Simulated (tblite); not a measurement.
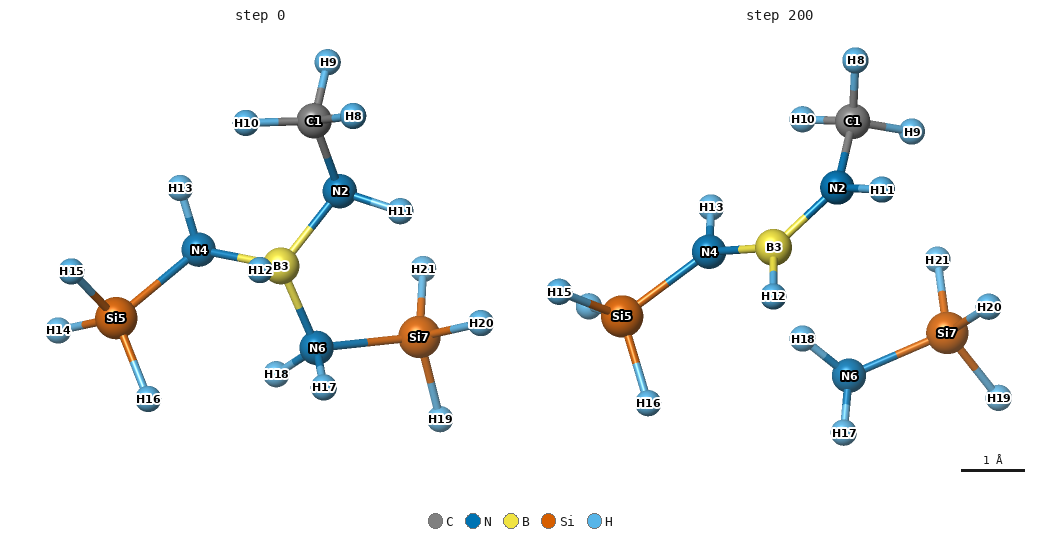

The structure of CH14BN3Si2 before (left) and after (right) a relaxation, at one scale.

A ball-and-stick model, seen at a tilt.

Level of theory: GFN2-xTB geometry optimisation, gas phase (tblite). 

What changed between the two?

Answer. Over 200 geometry steps the energy falls by 46.7 kcal/mol. H11 moves most after the best rigid fit: 1.81 Å. By element the largest moves are H 1.81 Å, N 1.29 Å, B 1.18 Å, C 0.59 Å, Si 0.31 Å. Near-neighbour distances that change, for instance: B3–N6 1.503 → 3.324 Å, B3–Si7 2.754 → 3.956 Å, N2–Si7 2.821 → 3.794 Å, N2–B3 1.532 → 1.395 Å. Bonds break: B3–N6 (1.50 → 3.32 Å). Bond angles that change, for instance: C1–N2–B3 110.7° → 129.9°, B3–N4–Si5 110.8° → 129.1°, N2–B3–N4 108.5° → 122.9°.
